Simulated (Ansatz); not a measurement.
# CH5O+ (SMILES C[OH2+]): levels of theory compared

Aim: a comparison of 6 runs (HF/def2-SVP, HF/def2-SVPD, HF/pcseg-2, PBE0/def2-SVP, CCSDT/LANL2DZ, CASCI(6,6)/pcseg-2) of CH5O+. 

The results are computed with Ansatz 0.2.0.

5 further runs of the same task are left out: 5 set aside as unsound or not needed.

## 1. The molecule

CH5O+: 7 atoms, total charge +1, spin state singlet. As SMILES, `C[OH2+]`. Geometry: relaxed at PBE0-D4/def2-TZVP.

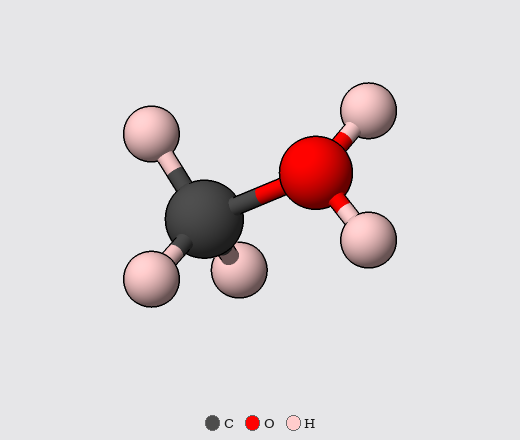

Viewed from a chosen angle; carbon dark grey, oxygen red, hydrogen pink.

## 2. Energy and forces at HF/def2-SVP (run 1)

The input, molecule.yaml:

```yaml
crystal:
  periodic: [false, false, false]
  atoms:
    - {symbol: C, position_ang: [-0.310200, -0.443600, -0.333100]}
    - {symbol: O, position_ang: [0.309300, 0.508700, 0.643200]}
    - {symbol: H, position_ang: [-0.013400, -1.429700, 0.011600]}
    - {symbol: H, position_ang: [-1.380700, -0.292600, -0.230000]}
    - {symbol: H, position_ang: [0.059900, -0.210100, -1.328200]}
    - {symbol: H, position_ang: [0.058900, 1.440400, 0.510200]}
    - {symbol: H, position_ang: [1.276200, 0.426900, 0.726300]}
basis:
  gaussian:
    orbitals: def2-SVP
total_charge: 1
hamiltonian:
  xc: hf
accuracy: high
output: {forces: true, orbitals: {seedname: orbitals}}
```

Launch:

```
$ ansatz run molecule.yaml --threads 1 --pin off --max-ram 2610MiB --events-out events.jsonl --progress --plain --runs-dir runs
```

Standard output:

```text
Warning: RAYON_NUM_THREADS=1 ignored (pool sized by the plan → 1); use --threads N
Functional definition: HF
  name "HF"
  exchange = exact_x
  correlation = 0
1241 factors; integrals over basis functions are off by at most 3.5e-9 eV
mean field evaluation 1: about -3133.1982 eV, gradient 4.2e1 eV
mean field evaluation 2: about -3133.1995 eV, gradient 4.2e1 eV
mean field evaluation 4: about -3136.4383 eV, gradient 2.6e0 eV
mean field evaluation 8: about -3136.4576 eV, gradient 5.4e-5 eV
mean field -3136.45760684 eV, -115.2626910840 hartree, gradient 1.5e-8 eV, S^2 0.000000; 0 other end points of the search recorded, 0 dependent functions left out
the calculation of the forces begins
reference -3136.45760684 eV, -115.2626910840 hartree; 9, 9 occupied and 44, 44 virtual orbitals, 1241 factors
Total energy: -3136.45760684 eV, -115.2626910840 hartree
Atom 0 at    -0.310200    -0.443600    -0.333100 Å, force    -0.151281    -0.166616     0.062234 eV/Å
Atom 1 at     0.309300     0.508700     0.643200 Å, force     0.519411     0.528146    -0.440992 eV/Å
Atom 2 at    -0.013400    -1.429700     0.011600 Å, force    -0.025461     0.112517    -0.046805 eV/Å
Atom 3 at    -1.380700    -0.292600    -0.230000 Å, force     0.124120    -0.010388    -0.021097 eV/Å
Atom 4 at     0.059900    -0.210100    -1.328200 Å, force    -0.010792     0.016702     0.138557 eV/Å
Atom 5 at     0.058900     1.440400     0.510200 Å, force     0.238057    -0.627990     0.236771 eV/Å
Atom 6 at     1.276200     0.426900     0.726300 Å, force    -0.694054     0.147629     0.071333 eV/Å
Dipole moment:     0.262514     0.304250    -0.051691 e Å
```

It took 1.6 s on 1 thread of Arm Neoverse N1, shared host.

## 3. Energy and gradient at HF/def2-SVPD (run 2)

The input, run.yaml:

```yaml
crystal:
  periodic: [false, false, false]
  atoms:
    - symbol: C
      position_ang: [-0.310200, -0.443600, -0.333100]
    - symbol: O
      position_ang: [0.309300, 0.508700, 0.643200]
    - symbol: H
      position_ang: [-0.013400, -1.429700, 0.011600]
    - symbol: H
      position_ang: [-1.380700, -0.292600, -0.230000]
    - symbol: H
      position_ang: [0.059900, -0.210100, -1.328200]
    - symbol: H
      position_ang: [0.058900, 1.440400, 0.510200]
    - symbol: H
      position_ang: [1.276200, 0.426900, 0.726300]
basis:
  gaussian: {orbitals: def2-SVPD}
output: {forces: true, orbitals: {seedname: orbitals}}
accuracy: high
total_charge: 1
hamiltonian: {xc: hf}
```

Launch:

```
$ ansatz run run.yaml --threads 1 --pin off --max-ram 2610MiB --events-out events.jsonl --progress --plain --runs-dir runs
```

Standard output:

```text
Warning: RAYON_NUM_THREADS=1 ignored (pool sized by the plan → 1); use --threads N
Functional definition: HF
  name "HF"
  exchange = exact_x
  correlation = 0
1679 factors; integrals over basis functions are off by at most 3.4e-9 eV
mean field evaluation 1: about -3133.0608 eV, gradient 4.4e1 eV
mean field evaluation 2: about -3133.0621 eV, gradient 4.4e1 eV
mean field evaluation 4: about -3136.6117 eV, gradient 2.8e0 eV
mean field evaluation 8: about -3136.6343 eV, gradient 7.6e-5 eV
mean field -3136.63433337 eV, -115.2691856642 hartree, gradient 2.5e-8 eV, S^2 0.000000; 0 other end points of the search recorded, 0 dependent functions left out
the calculation of the forces begins
reference -3136.63433337 eV, -115.2691856642 hartree; 9, 9 occupied and 74, 74 virtual orbitals, 1679 factors
Total energy: -3136.63433337 eV, -115.2691856642 hartree
Atom 0 at    -0.310200    -0.443600    -0.333100 Å, force    -0.185429    -0.216891     0.019178 eV/Å
Atom 1 at     0.309300     0.508700     0.643200 Å, force     0.655530     0.702982    -0.388218 eV/Å
Atom 2 at    -0.013400    -1.429700     0.011600 Å, force    -0.018485     0.135256    -0.053442 eV/Å
Atom 3 at    -1.380700    -0.292600    -0.230000 Å, force     0.146291    -0.000312    -0.025018 eV/Å
Atom 4 at     0.059900    -0.210100    -1.328200 Å, force    -0.017186     0.012691     0.155779 eV/Å
Atom 5 at     0.058900     1.440400     0.510200 Å, force     0.245118    -0.762464     0.240892 eV/Å
Atom 6 at     1.276200     0.426900     0.726300 Å, force    -0.825840     0.128738     0.050828 eV/Å
Dipole moment:     0.254617     0.297917    -0.036929 e Å
```

Run time: 3.9 s. Hardware: 1 thread of Arm Neoverse N1, shared host.

Runs 3 to 4 aren't shown in full; the table further down has their settings and results.

## 4. Energy and gradient at CCSDT/LANL2DZ (density fitting with cc-pVTZ-jkfit) (run 5)

The input, in.yaml:

```yaml
basis:
  gaussian:
    orbitals: LANL2DZ.json
    fitting: {mean_field: cc-pVTZ-jkfit}
crystal:
  periodic: [false, false, false]
  atoms:
    - symbol: C
      position_ang: [-0.310200, -0.443600, -0.333100]
    - symbol: O
      position_ang: [0.309300, 0.508700, 0.643200]
    - symbol: H
      position_ang: [-0.013400, -1.429700, 0.011600]
    - symbol: H
      position_ang: [-1.380700, -0.292600, -0.230000]
    - symbol: H
      position_ang: [0.059900, -0.210100, -1.328200]
    - symbol: H
      position_ang: [0.058900, 1.440400, 0.510200]
    - symbol: H
      position_ang: [1.276200, 0.426900, 0.726300]
total_charge: 1
correlation:
  method: ccsdt
  electrons: all
output: {forces: true}
```

The basis set LANL2DZ is read from a file made from the Basis Set Exchange's data (not shown).

Launch:

```
$ ansatz run in.yaml --threads 1 --pin off --max-ram 2610MiB --events-out events.jsonl --progress --plain --runs-dir runs
```

Standard output:

```text
Warning: RAYON_NUM_THREADS=1 ignored (pool sized by the plan → 1); use --threads N
Functional definition: HF
  name "HF"
  exchange = exact_x
  correlation = 0
308 factors; integrals over basis functions are off by at most 7.7e-4 eV
mean field evaluation 1: about -3135.0112 eV, gradient 4.0e1 eV
mean field evaluation 2: about -3137.2664 eV, gradient 2.2e1 eV
mean field evaluation 4: about -3138.1092 eV, gradient 5.6e-1 eV
mean field evaluation 8: about -3135.0116 eV, gradient 4.0e1 eV
mean field -3138.11035008 eV, -115.3234282778 hartree, gradient 1.2e-6 eV, S^2 0.000000; 0 other end points of the search recorded, 0 dependent functions left out
reference -3138.11035008 eV, -115.3234282778 hartree; 9, 9 occupied and 19, 19 virtual orbitals, 308 factors
second order -5.52090946 eV of doubles, -0.00000000 eV of singles
cycle   1  -5.85180877 eV  change   -3.3e-1 eV  update   6.2e-2
cycle   2  -6.11569612 eV  change   -2.6e-1 eV  update   2.3e-2
cycle   3  -6.21279687 eV  change   -9.7e-2 eV  update   9.6e-3
cycle   4  -6.21154104 eV  change    1.3e-3 eV  update   2.0e-3
cycle   5  -6.21190613 eV  change   -3.7e-4 eV  update   7.7e-4
cycle   6  -6.21228745 eV  change   -3.8e-4 eV  update   2.5e-4
cycle   7  -6.21219938 eV  change    8.8e-5 eV  update   8.9e-5
cycle   8  -6.21215918 eV  change    4.0e-5 eV  update   3.5e-5
cycle   9  -6.21216785 eV  change   -8.7e-6 eV  update   1.2e-5
cycle  10  -6.21216875 eV  change   -9.0e-7 eV  update   3.8e-6
cycle  11  -6.21216784 eV  change    9.1e-7 eV  update   1.2e-6
the calculation of the forces begins
Total energy: -3144.32251792 eV, -115.5517212352 hartree
Atom 0 at    -0.310200    -0.443600    -0.333100 Å, force    -0.698967    -0.955412    -0.552354 eV/Å
Atom 1 at     0.309300     0.508700     0.643200 Å, force     0.669346     0.828613     0.123241 eV/Å
Atom 2 at    -0.013400    -1.429700     0.011600 Å, force     0.083361    -0.443060     0.097773 eV/Å
Atom 3 at    -1.380700    -0.292600    -0.230000 Å, force    -0.459376     0.009863     0.001152 eV/Å
Atom 4 at     0.059900    -0.210100    -1.328200 Å, force     0.152365     0.079491    -0.489084 eV/Å
Atom 5 at     0.058900     1.440400     0.510200 Å, force    -0.457666     0.726941     0.305895 eV/Å
Atom 6 at     1.276200     0.426900     0.726300 Å, force     0.710936    -0.246436     0.513378 eV/Å
Dipole moment:     0.306804     0.351643    -0.078873 e Å
```

It took 18 s on 1 thread of Arm Neoverse N1, shared host.

## 5. Energy and gradient at CASCI(6,6)/pcseg-2 (run 6)

The input, input.yaml:

```yaml
crystal:
  periodic: [false, false, false]
  atoms:
    - {symbol: C, position_ang: [-0.310200, -0.443600, -0.333100]}
    - {symbol: O, position_ang: [0.309300, 0.508700, 0.643200]}
    - {symbol: H, position_ang: [-0.013400, -1.429700, 0.011600]}
    - {symbol: H, position_ang: [-1.380700, -0.292600, -0.230000]}
    - {symbol: H, position_ang: [0.059900, -0.210100, -1.328200]}
    - {symbol: H, position_ang: [0.058900, 1.440400, 0.510200]}
    - {symbol: H, position_ang: [1.276200, 0.426900, 0.726300]}
basis:
  gaussian:
    orbitals: pcseg-2
total_charge: 1
correlation:
  active_space: {window: {electrons: 6, orbitals: 6}, shells: [{species: O, l: p, shell: 2}, {species: C, l: p, shell: 2}], fixed_orbitals: true}
  frozen_orbitals: {C: 1, H: 0, O: 1}
output: {forces: true}
```

Launch:

```
$ ansatz run input.yaml --threads 1 --pin off --max-ram 2610MiB --events-out events.jsonl --progress --plain --runs-dir runs
```

Standard output:

```text
Warning: RAYON_NUM_THREADS=1 ignored (pool sized by the plan → 1); use --threads N
Functional definition: HF
  name "HF"
  exchange = exact_x
  correlation = 0
743 factors; integrals over basis functions are off by at most 1.0e-3 eV
mean field evaluation 1: about -3135.8945 eV, gradient 4.9e1 eV
mean field evaluation 2: about -3135.9001 eV, gradient 4.9e1 eV
mean field evaluation 4: about -3140.0597 eV, gradient 3.0e0 eV
mean field evaluation 8: about -3140.0858 eV, gradient 1.1e-4 eV
mean field -3140.08581999 eV, -115.3960254581 hartree, gradient 8.4e-7 eV, S^2 0.000000; 0 other end points of the search recorded, 0 dependent functions left out
reference -3140.08581999 eV, -115.3960254581 hartree; 9, 9 occupied and 121, 121 virtual orbitals, 743 factors
state -3140.48513454 eV, -115.4106999972 hartree
the calculation of the forces begins
Total energy: -3140.48513454 eV, -115.4106999972 hartree
Atom 0 at    -0.310200    -0.443600    -0.333100 Å, force    -0.201755    -0.275019    -0.159391 eV/Å
Atom 1 at     0.309300     0.508700     0.643200 Å, force     0.536234     0.685310     0.201036 eV/Å
Atom 2 at    -0.013400    -1.429700     0.011600 Å, force    -0.095779     0.442380    -0.233443 eV/Å
Atom 3 at    -1.380700    -0.292600    -0.230000 Å, force     0.492022    -0.045004    -0.130326 eV/Å
Atom 4 at     0.059900    -0.210100    -1.328200 Å, force    -0.216571    -0.175397     0.398434 eV/Å
Atom 5 at     0.058900     1.440400     0.510200 Å, force     0.170825    -0.672238     0.037815 eV/Å
Atom 6 at     1.276200     0.426900     0.726300 Å, force    -0.684976     0.039968    -0.114124 eV/Å
Dipole moment:     0.264495     0.318362     0.003439 e Å
```

Run time: 3.6 s. Hardware: 1 thread of Arm Neoverse N1, shared host.

## 6. All runs side by side

```
run                                               level  accuracy  frozen core orbitals  energy (Eh)  HOMO energy (eV)  LUMO energy (eV)  HOMO–LUMO gap (eV)  wall time
  1                                         HF/def2-SVP      high                     –  -115.262691            -21.61             -2.47               19.14      1.6 s
  2                                        HF/def2-SVPD      high                     –  -115.269186            -21.59             -3.40               18.19      3.9 s
  3                                          HF/pcseg-2      high                     –  -115.396026            -21.54             -3.46               18.08       14 s
  4                                       PBE0/def2-SVP      high                     –  -115.801581            -17.31             -5.96               11.35      4.5 s
  5  CCSDT/LANL2DZ (density fitting with cc-pVTZ-jkfit)    medium                     0  -115.551721                 –                 –                   –       18 s
  6                                  CASCI(6,6)/pcseg-2    medium                     –  -115.410700                 –                 –                   –      3.6 s
```

## 7. Summary of results

```
                       quantity          value
            run 6: total energy  -115.41070 Eh
run 6: largest force on an atom     0.893 eV/Å
```

**Reading.** Over runs 1, 2, 3, 4 the HOMO–LUMO gap runs from 11.35 eV (PBE0/def2-SVP) to 19.14 eV (HF/def2-SVP). Exact exchange widens orbital gaps. All runs together took 46 s, the longest 18 s.
